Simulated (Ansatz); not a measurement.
**Single-point calculation of Ti16NO32 (part 3 of 3)**

The same run, continued: Ti16NO32 (defect cell, 49 atoms in the cell); DFT PBE, scalar-relativistic, plane waves, PAW, spin-polarised (Ansatz 0.2.0); cutoff 420 eV, 2×2×1 k-mesh, Gaussian smearing of 0.05 eV, collinear spins. The structure derives from an entry of the Crystallography Open Database.

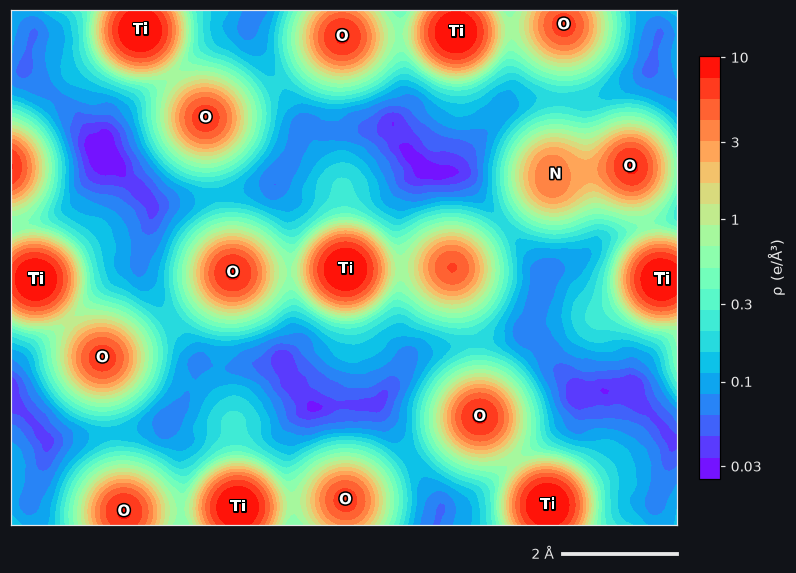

Fig. 1: Valence pseudo-density on the (111) plane of the calculation cell. The section cuts through Ti, O and N sites. N–O (1.32 Å): the density is about 2.7 e/Å³ at the midpoint. Ti–O (1.81 Å): ρ is about 1 e/Å³ halfway. Ti–O (1.90 Å): ρ at the midpoint is about 0.82 e/Å³. Ti–O (1.94 Å): ρ is about 0.73 e/Å³ halfway. Away from the nuclei the density in this plane falls to 0.03 e/Å³ at its lowest. Core electrons are frozen (PAW), so the fields are smoothed inside the atomic spheres.
